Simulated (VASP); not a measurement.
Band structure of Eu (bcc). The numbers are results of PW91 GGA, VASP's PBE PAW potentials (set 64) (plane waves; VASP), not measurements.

The 4f electrons are frozen in the core of the lanthanide potential, so 4f levels, which can set the real gap, and their magnetism are missing.

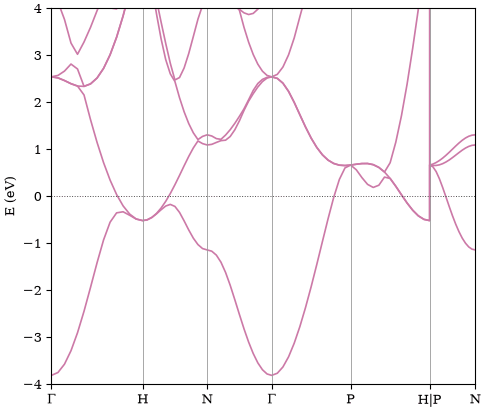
Figure. Bands along high-symmetry lines, zero at the valence-band maximum or, without a gap, the Fermi level

**Question.** Read the plot: is there a gap, and where are the band edges?

**Answer.** It has no gap at this level: it comes out as a metal or semimetal. (Edges off the drawn lines would not show.)

The compound is Eu in the bcc structure. It was relaxed first, which changed the volume by -10 %.
